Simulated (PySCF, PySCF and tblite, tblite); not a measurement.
# C6H11F3Si: conformers and averaged spectra, part 2 of 2

PySCF and tblite. Atoms count from 0. Earlier steps stand in the parts before.

## Step 6: Single-point energy, conformer 1: PBE0/def2-SVPD

What the job is given:

```
{"job": {"xc": "PBE0", "basis": "def2-SVPD", "kind": "sp"}, "charge": 0, "multiplicity": 1}
F      3.430894    -1.093640     0.825171
C      2.821785    -0.065090     0.212194
F      2.951177    -0.271062    -1.113939
F      3.525861     1.041930     0.501646
Si     0.964517     0.094592     0.716084
C      0.043024    -1.477019     0.268055
C     -1.467957    -1.211854     0.219285
C     -1.868612    -0.059380    -0.703563
C     -1.364534     1.316708    -0.264283
C      0.163385     1.459159    -0.291667
H      0.952454     0.370920     2.183901
H      0.284081    -2.297234     0.962151
H      0.400984    -1.793839    -0.727355
H     -1.990903    -2.128135    -0.100634
H     -1.839052    -0.996705     1.237549
H     -1.505457    -0.269940    -1.726816
H     -2.968079    -0.027727    -0.772888
H     -1.816358     2.089152    -0.908451
H     -1.737715     1.523149     0.755422
H      0.531917     1.357643    -1.328035
H      0.479667     2.455314     0.055704
```

Standard output:

```text
coarse grid: 18224 points
cycle   1  E = -822.9195836635  dE =  1.120e+00  |g| = 8.490e-01  |ddm| = 6.037e+00
cycle   2  E = -822.7765984010  dE =  1.430e-01  |g| = 1.247e+00  |ddm| = 1.938e+00
cycle   3  E = -823.0617614265  dE = -2.852e-01  |g| = 5.124e-02  |ddm| = 1.107e+00
cycle   4  E = -823.0622048012  dE = -4.434e-04  |g| = 2.588e-02  |ddm| = 1.513e-01
cycle   5  E = -823.0623384378  dE = -1.336e-04  |g| = 8.625e-03  |ddm| = 4.128e-02
cycle   6  E = -823.0623552404  dE = -1.680e-05  |g| = 1.395e-03  |ddm| = 1.676e-02
cycle   7  E = -823.0623556247  dE = -3.843e-07  |g| = 4.691e-04  |ddm| = 2.936e-03
final grid: 173080 points
cycle   8  E = -823.1736367261  dE = -5.579e-05  |g| = 9.754e-03  |ddm| = 1.318e-01
cycle   9  E = -823.1736218908  dE =  1.484e-05  |g| = 1.286e-02  |ddm| = 2.535e-02
cycle  10  E = -823.1736591805  dE = -3.729e-05  |g| = 7.131e-04  |ddm| = 1.376e-02
cycle  11  E = -823.1736592925  dE = -1.120e-07  |g| = 1.818e-04  |ddm| = 2.045e-03
cycle  12  E = -823.1736592982  dE = -5.700e-09  |g| = 8.090e-05  |ddm| = 3.450e-04
cycle  13  E = -823.1736592994  dE = -1.152e-09  |g| = 2.199e-05  |ddm| = 1.377e-04
cycle  14  E = -823.1736592994  dE = -8.640e-11  |g| = 3.538e-06  |ddm| = 3.325e-05
converged SCF energy = -823.1736592994
```

Run time: 38 s. Hardware: 1 thread of Arm Neoverse V1, shared host; peak memory 1.2 GiB.

This run: HOMO -8.20 eV, LUMO 0.38 eV; dipole 3.17 D.

## Step 7: Shieldings, conformer 2: PBE0/pcSseg-1

What the job is given:

```
{"job": {"xc": "PBE0", "basis": "pcSseg-1", "kind": "nmr", "pop": false}, "charge": 0, "multiplicity": 1}
F      1.841561     1.341480    -1.038917
C      2.225972     0.960915     0.198080
F      2.533401     2.085970     0.865888
F      3.366292     0.266687     0.047025
Si     0.859224    -0.068070     1.101981
C      0.476766    -1.582841     0.062897
C     -0.376749    -1.208200    -1.157564
C     -1.643230    -0.421572    -0.813859
C     -1.393945     0.970364    -0.229442
C     -0.711188     0.958272     1.146174
H      1.429614    -0.376293     2.445998
H     -0.073956    -2.294294     0.704650
H      1.405021    -2.094952    -0.238855
H      0.231354    -0.613041    -1.860508
H     -0.657290    -2.125259    -1.701939
H     -2.251916    -0.316790    -1.726531
H     -2.257616    -1.009900    -0.106505
H     -0.776457     1.547893    -0.938772
H     -2.353526     1.508641    -0.155751
H     -0.499126     1.981404     1.497277
H     -1.383127     0.506529     1.898200
```

Standard output:

```text
coarse grid: 18224 points
cycle   1  E = -823.3345551425  dE =  1.187e+00  |g| = 8.997e-01  |ddm| = 4.021e+00
cycle   2  E = -823.1934011445  dE =  1.412e-01  |g| = 1.309e+00  |ddm| = 1.240e+00
cycle   3  E = -823.4845021399  dE = -2.911e-01  |g| = 5.491e-02  |ddm| = 7.371e-01
cycle   4  E = -823.4849236507  dE = -4.215e-04  |g| = 3.289e-02  |ddm| = 6.899e-02
cycle   5  E = -823.4851386827  dE = -2.150e-04  |g| = 8.683e-03  |ddm| = 2.935e-02
cycle   6  E = -823.4851550371  dE = -1.635e-05  |g| = 1.349e-03  |ddm| = 9.491e-03
cycle   7  E = -823.4851554281  dE = -3.910e-07  |g| = 3.768e-04  |ddm| = 1.746e-03
final grid: 173080 points
cycle   8  E = -823.5654545051  dE = -6.614e-05  |g| = 9.841e-03  |ddm| = 3.536e-02
cycle   9  E = -823.5654386878  dE =  1.582e-05  |g| = 1.313e-02  |ddm| = 1.796e-02
cycle  10  E = -823.5654776798  dE = -3.899e-05  |g| = 7.080e-04  |ddm| = 1.019e-02
cycle  11  E = -823.5654777667  dE = -8.690e-08  |g| = 2.883e-04  |ddm| = 8.818e-04
cycle  12  E = -823.5654777790  dE = -1.225e-08  |g| = 9.534e-05  |ddm| = 2.296e-04
cycle  13  E = -823.5654777804  dE = -1.450e-09  |g| = 2.260e-05  |ddm| = 7.592e-05
cycle  14  E = -823.5654777805  dE = -8.731e-11  |g| = 4.301e-06  |ddm| = 2.346e-05
converged SCF energy = -823.5654777805

GIAO shielding tensors (ppm)
atom      isotropic    diamagn.    paramagn.     s11        s22        s33       span
  0 F      245.142     477.640    -232.498    152.716    257.671    325.040    172.324
  1 C       47.503     252.931    -205.428     42.312     44.150     56.047     13.735
  2 F      251.402     472.550    -221.148    151.967    268.682    333.557    181.590
  3 F      251.566     472.639    -221.073    152.159    269.455    333.084    180.925
  4 Si     376.227     879.874    -503.648    348.286    378.156    402.238     53.953
  5 C      175.958     253.065     -77.107    159.755    181.367    186.751     26.996
  6 C      159.477     246.464     -86.987    153.102    156.943    168.385     15.282
  7 C      153.602     246.905     -93.302    149.549    155.434    155.824      6.274
  8 C      159.497     246.475     -86.978    153.159    156.943    168.388     15.229
  9 C      175.983     253.046     -77.062    159.777    181.415    186.758     26.982
 10 H       27.136      27.986      -0.851     23.537     25.113     32.757      9.220
 11 H       30.695      30.663       0.031     26.658     28.117     37.309     10.652
 12 H       30.216      30.115       0.101     26.021     27.422     37.205     11.184
 13 H       29.648      31.210      -1.562     26.210     28.723     34.013      7.803
 14 H       29.386      29.498      -0.112     23.581     27.671     36.905     13.324
 15 H       29.629      29.440       0.189     24.378     27.717     36.792     12.415
 16 H       30.216      30.639      -0.423     26.450     28.528     35.671      9.221
 17 H       29.624      31.207      -1.582     26.142     28.759     33.973      7.831
 18 H       29.387      29.501      -0.114     23.582     27.674     36.905     13.324
 19 H       30.221      30.117       0.105     26.031     27.427     37.206     11.175
 20 H       30.691      30.656       0.035     26.647     28.108     37.317     10.670
```

It took 49 s on 1 thread of Arm Neoverse V1, shared host; peak memory 1.3 GiB.

Key values: HOMO -8.20 eV, LUMO 0.95 eV; dipole 2.77 D.

## Step 8: Single-point energy, conformer 2: PBE0/def2-SVPD

Changed since step 7:

```diff
@@ -1,2 +1,2 @@
-{"job": {"xc": "PBE0", "basis": "pcSseg-1", "kind": "nmr", "pop": false}, "charge": 0, "multiplicity": 1}
+{"job": {"xc": "PBE0", "basis": "def2-SVPD", "kind": "sp"}, "charge": 0, "multiplicity": 1}
 F      1.841561     1.341480    -1.038917
```

Standard output:

```text
coarse grid: 18224 points
cycle   1  E = -822.9215122818  dE =  1.113e+00  |g| = 8.445e-01  |ddm| = 5.984e+00
cycle   2  E = -822.7900123359  dE =  1.315e-01  |g| = 1.223e+00  |ddm| = 1.934e+00
cycle   3  E = -823.0619747540  dE = -2.720e-01  |g| = 5.462e-02  |ddm| = 1.068e+00
cycle   4  E = -823.0624375506  dE = -4.628e-04  |g| = 3.027e-02  |ddm| = 1.342e-01
cycle   5  E = -823.0626237732  dE = -1.862e-04  |g| = 8.855e-03  |ddm| = 4.267e-02
cycle   6  E = -823.0626411466  dE = -1.737e-05  |g| = 1.398e-03  |ddm| = 1.800e-02
cycle   7  E = -823.0626415847  dE = -4.381e-07  |g| = 3.914e-04  |ddm| = 3.213e-03
final grid: 173080 points
cycle   8  E = -823.1738303420  dE = -6.541e-05  |g| = 9.909e-03  |ddm| = 1.547e-01
cycle   9  E = -823.1738140115  dE =  1.633e-05  |g| = 1.320e-02  |ddm| = 2.728e-02
cycle  10  E = -823.1738536209  dE = -3.961e-05  |g| = 7.833e-04  |ddm| = 1.428e-02
cycle  11  E = -823.1738537523  dE = -1.314e-07  |g| = 2.541e-04  |ddm| = 2.352e-03
cycle  12  E = -823.1738537633  dE = -1.093e-08  |g| = 1.070e-04  |ddm| = 4.296e-04
cycle  13  E = -823.1738537652  dE = -1.947e-09  |g| = 2.155e-05  |ddm| = 1.778e-04
cycle  14  E = -823.1738537653  dE = -1.094e-10  |g| = 4.696e-06  |ddm| = 4.600e-05
converged SCF energy = -823.1738537653
```

It took 39 s on 1 thread of Arm Neoverse V1, shared host; peak memory 1.2 GiB.

In short: HOMO -8.18 eV, LUMO 0.41 eV; dipole 2.97 D.

## Step 9: Averages: properties at PBE0/pcSseg-1

What the job is given:

```
{"job": {"study": "conf", "smiles": "FC(F)(F)[SiH]1CCCCC1", "search": {"seed": 7540, "n_embed": 90, "ff_keep": 14, "window": 4.0, "nmax": 5, "temps": [250, 273.15, 298.15, 323.15, 373.15], "t_ref": 298.15, "order": 0.0005, "geom": true}, "level": {"nmr": {"xc": "PBE0", "basis": "pcSseg-1"}, "sp": {"xc": "PBE0", "basis": "def2-SVPD"}}, "kind": "conf"}, "charge": 0, "multiplicity": 1}
F      1.841561     1.341480    -1.038917
C      2.225972     0.960915     0.198080
F      2.533401     2.085970     0.865888
F      3.366292     0.266687     0.047025
Si     0.859224    -0.068070     1.101981
C      0.476766    -1.582841     0.062897
C     -0.376749    -1.208200    -1.157564
C     -1.643230    -0.421572    -0.813859
C     -1.393945     0.970364    -0.229442
C     -0.711188     0.958272     1.146174
H      1.429614    -0.376293     2.445998
H     -0.073956    -2.294294     0.704650
H      1.405021    -2.094952    -0.238855
H      0.231354    -0.613041    -1.860508
H     -0.657290    -2.125259    -1.701939
H     -2.251916    -0.316790    -1.726531
H     -2.257616    -1.009900    -0.106505
H     -0.776457     1.547893    -0.938772
H     -2.353526     1.508641    -0.155751
H     -0.499126     1.981404     1.497277
H     -1.383127     0.506529     1.898200
```

Standard output:

```text
conformer  sym    E(xTB)   E(DFT)   G(298.15 K)  weight  dipole/D
    1     Cs      0.000    0.479    0.298   0.3769    3.170
    2     Cs      1.320    0.000    0.000   0.6231    2.974

mean shielding (ppm) by class
class atoms           250 K   273.15 K   298.15 K   323.15 K   373.15 K
  0 F  0,2,3        250.825    250.887    250.944    250.991    251.067
  1 C  1             47.975     47.995     48.014     48.029     48.054
  2 Si 4            375.747    375.726    375.708    375.692    375.667
  3 C  5,9          176.178    176.187    176.195    176.201    176.212
  4 C  6,8          159.185    159.172     159.16     159.15    159.134
  5 C  7            153.684    153.687     153.69    153.693    153.697
  6 H  10            27.128     27.127     27.127     27.127     27.126
  7 H  11,20         30.556      30.55     30.545      30.54     30.533
  8 H  12,19         30.343     30.348     30.353     30.357     30.364
  9 H  13,17         29.507     29.502     29.497     29.493     29.486
 10 H  14,18         29.626     29.636     29.645     29.653     29.666
 11 H  15            29.815     29.823      29.83     29.836     29.845
 12 H  16             30.02     30.012     30.004     29.998     29.988
```

Run time: 3.1 min. Hardware: 1 thread of Arm Neoverse V1, shared host. This counts the runs that the step sums up.

The search (ETKDG and KDG, MMFF94s, GFN2-xTB) embedded 90 structures, kept 3 distinct ones after the force field and 3 after xTB; 2 were carried on (window 4.0 kcal/mol at the search's own energies). Energies: PBE0/def2-SVPD with D3(BJ).

The conformers at 298 K:

```tsv
no.	group	mirror pair	ΔE xTB	ΔE DFT	ΔG	weight (%)	μ (D)	A, B, C (GHz)
1	Cs	no	0.00	0.48	0.30	37.7	3.17	2.13, 0.69, 0.61
2	Cs	no	1.32	0.00	0.00	62.3	2.97	1.78, 0.83, 0.76
```

Energies in kcal/mol. ΔG holds xTB vibrations and rotation, symmetry numbers and mirror pairs.

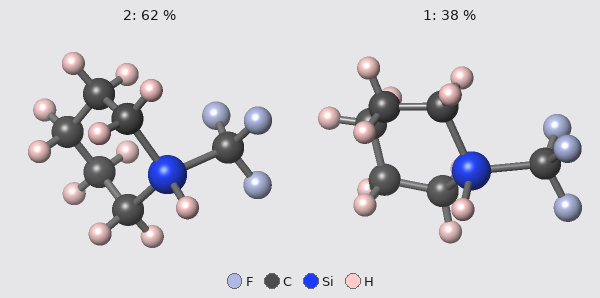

The conformers with their weights.

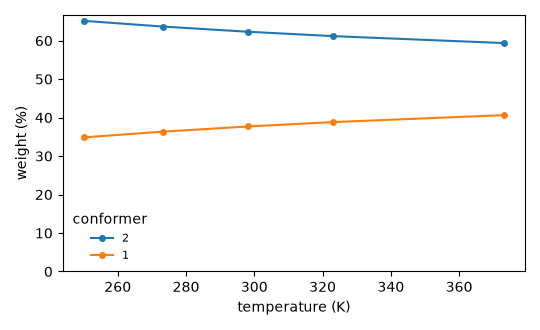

Weights against temperature.

How the weights hang on the way they are made:

```tsv
scheme	2	1	mean μ (D)
DFT free energy	62	38	3.05
DFT energy, symmetry counted	69	31	3.03
DFT energy alone	69	31	3.03
xTB energy, symmetry counted	10	90	3.15
xTB free energy	7	93	3.16
lowest conformer only	100	0	2.97
equal weights	50	50	3.07
conformers found from three starts alone	0	100	3.17
```

Shifts against references run at the same level (¹³C TMS 184.4, ²⁹Si TMS 352.0, ¹⁹F CFCl3 177.2, ¹H TMS 31.27 ppm of shielding), by class of atoms, at 298 K:

```tsv
atoms	environment	no. 2	no. 1	average
C1	CF3 carbon	136.9	135.5	136.4
C7	sp3 CH2 in a ring	30.8	30.6	30.7
C6, C8	sp3 CH2 in a ring	24.9	25.8	25.2
C5, C9	sp3 CH2 bonded to Si	8.4	7.8	8.2
H10	hydrogen on a silicon bonded to 3 C, in a 6-membered ring	4.13	4.15	4.14
H13, H17	hydrogen on an sp3 CH2 in a ring	1.63	2.00	1.77
H14, H18	hydrogen on an sp3 CH2 in a ring	1.88	1.19	1.62
H15	hydrogen on an sp3 CH2 in a ring	1.64	1.11	1.44
H16	hydrogen on an sp3 CH2 in a ring	1.05	1.61	1.26
H12, H19	hydrogen on an sp3 CH2 bonded to Si	1.05	0.69	0.91
H11, H20	hydrogen on an sp3 CH2 bonded to Si	0.57	0.97	0.72
F0, F2, F3	fluorine of a CF3 group	-72.1	-76.3	-73.7
Si4	silicon bonded to 3 C, H, in a 6-membered ring	-24.2	-22.9	-23.7
```

Effective distances for nuclear Overhauser effects, ⟨r⁻⁶⟩^(−1/6) over all pairs of two classes (Å): H15···H16 1.76; H13···H14 1.97; H11···H12 1.98; H13···H15 2.51; H14···H16 2.51; H14···H15 2.55; H13···H16 2.69; H11···H14 2.78.

## Step 10: Summary of results

What follows sums up all 2 parts.

| quantity | value |
| --- | --- |
| conformers | 2; the first in weight is no. 2 (Cs), 62 % at 298 K |
| root-mean-square dipole | 3.05 D |
| averaged ¹³C shifts (PBE0/pcSseg-1) | 136.4, 30.7, 25.2, 8.2 ppm |
| averaged ¹H shifts (PBE0/pcSseg-1) | 4.14, 1.77, 1.62, 1.44, 1.26, 0.91, 0.72 ppm |
| averaged ¹⁹F shifts (PBE0/pcSseg-1) | -73.7 ppm |

Conformer 2 leads with 62 % at 298 K, and its share goes from 65 % at 250 K to 59 % at 373 K. xTB puts no. 1 lowest, DFT no. 2. Among conformers over 5 %, H14, H18 differ by 0.69 ppm, while the average moves by 0.04 ppm from 250 to 373 K.
